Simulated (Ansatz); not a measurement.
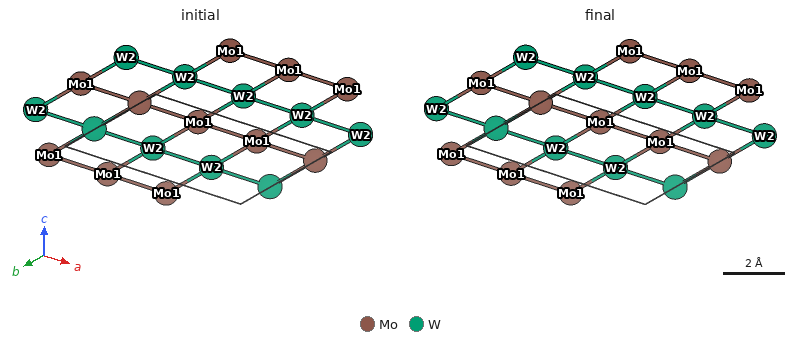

The structure of a free-standing layer of MoW (a generated structure, set up in Pmmm) before (left) and after (right) a relaxation, at one scale.

Style: ball-and-stick. Shown: the 3 × 1 repeat of the cell, outlined in the plane, without the vacuum, from a free direction.

The calculation used DFT PBE, scalar-relativistic, plane waves, PAW (Ansatz).

Input file:
```yaml
crystal:
  lattice:
    - [2.4382694462, 0.0, 0.0]
    - [0.0, 4.9859666626, 0.0]
    - [0.0, 0.0, 23.8]
  atoms:
    - { symbol: Mo, position: [0.5, 0.5, 0.2941176471] }
    - { symbol: W, position: [0.5, 0.0, 0.2941176471] }
  periodic: [true, true, false]
basis:
  ecutwfc: 420
kpoints:
  mp_grid: { grid: [22, 12, 1] }
hamiltonian:
  xc: pbe
scf:
  occupations: { method: gaussian, width: 0.1 }
output:
  forces: true
  stress: true
  eigenvalues: true
relax:
  adjacent_minimum: "off"
  f_tol: 0.01
  max_steps: 80
  cell: { stress_2d_tol: 0.02 }
```

Launched with:
```bash
ansatz run input.yaml --threads 1 --pin off --max-ram 2560MiB --backend cpu --events-out ev --progress --plain --runs-dir out
```

### Describe what moved and what it gained.

No atom moves by more than 0.005 Å relative to the cell and the layer's centre. In the plane the drawn cell goes a 7.315 → 7.451 Å (+1.9 %), b 4.986 → 4.915 Å (−1.4 %). Among the contacts that change: W2–W2 2.438 → 2.484 Å, Mo1–Mo1 2.438 → 2.484 Å, Mo1–W2 2.493 → 2.457 Å. Over 3 accepted moves (4 points after the start) the energy falls by 15.3 meV per atom. All forces vanish by symmetry, so only the cell relaxes. The SCF was repeated once at an unchanged geometry on a basis and grid sized afresh for the cell, which shifted the energy by less than 0.05 meV per atom at most.
